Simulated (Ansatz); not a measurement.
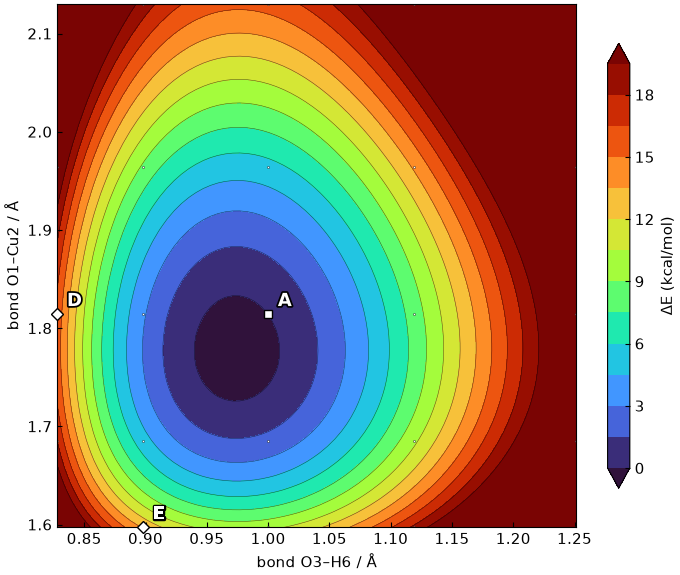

CuH₃O₂, SMILES [OH][Cu-][OH2+]. Two internal coordinates are moved rigidly from the geometry relaxed at PBE0-D4/def2-TZVP, all others fixed. First axis: bond O3–H6. Second axis: bond O1–Cu2. The scan uses a 5 × 5 grid. Energies: kcal/mol, counted from the lowest grid point. Method: RKS PBE-D4/def2-TZVPP (Ansatz).

The picture shows filled contours, dots at the grid points, one colour for all values above the top of the scale, lettered points. Between grid points the surface is interpolated.

> Is D the lowest point of the computed grid?

No. D lies 16.0 kcal/mol above the lowest grid point, which is at bond O3–H6 = 1.000 Å, bond O1–Cu2 = 1.814 Å.

> Rank the lettered points by energy, lowest first.

A (0.0 kcal/mol), E (13.3 kcal/mol), D (16.0 kcal/mol).
